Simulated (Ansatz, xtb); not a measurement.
A ladder of methods for C2H6BFO (SMILES COB(C)F)

C2H6BFO: 11 atoms, total charge 0, spin state singlet. SMILES: `COB(C)F`. Geometry: relaxed at PBE0-D4/def2-TZVP. This is one conformer, not always the lowest.

Each level gives the HOMO–LUMO gap (eV). The values are calculated.

```csv
level,kind,program,value (eV),CPU time
GFN0-xTB,semi-empirical,xtb,6.07,under 2 s
HF/def2-SVP,Hartree–Fock,Ansatz,17.39,1.4 s
SVWN5/def2-SVP,LDA,Ansatz,7.34,2 s
BLYP/def2-SVP,GGA,Ansatz,7.46,3.1 s
r2SCAN/def2-SVP,meta-GGA,Ansatz,8.24,5 s
BHLYP/def2-SVP,global hybrid,Ansatz,12.72,3.9 s
r2SCAN0/def2-SVP,hybrid meta-GGA,Ansatz,10.64,5.2 s
CAM-B3LYP/def2-SVP,range-separated hybrid,Ansatz,12.74,3.9 s
B2PLYP/def2-SVP,double hybrid,Ansatz,12.98,4.7 s
```

The values span 6.07 to 17.39 eV. Orbital gaps aren't excitation energies, and those of double hybrids come from the SCF part alone; they tend to grow with the share of exact exchange. Times are those of the runs behind each value, whatever else they computed, on shared processors of several kinds: orders of magnitude only.

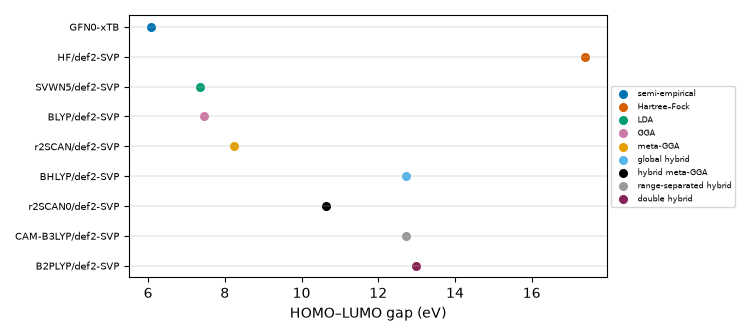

The values of the table, level by level.
